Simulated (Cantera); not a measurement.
A closed system holds: 1 mol SiH2Cl2, 0.52 mol HCl, a varied amount of H2, equilibrated at 1050 K and 23000 Pa.

Equilibrium computed with Cantera from the NASA thermochemical tables; the gas is ideal and each condensed phase is pure. Candidate condensed phases: Si; 19 gas species. The tables' values for SiCl3 are old estimates; treat these amounts as uncertain. The numbers say what is thermodynamically allowed, not how fast it happens.

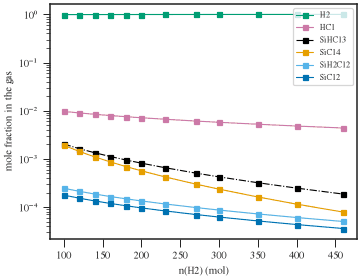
Equilibrium gas composition (values under 1e-9 drawn at 1e-9)

From 100 mol H2 to 460 mol H2 the condensed part is Si(s). The main Si-bearing gas is SiHCl3 throughout. The share of Si in condensed phases is highest at 460 mol H2 (83.1 %) and lowest at 100 mol H2 (53.9 %).
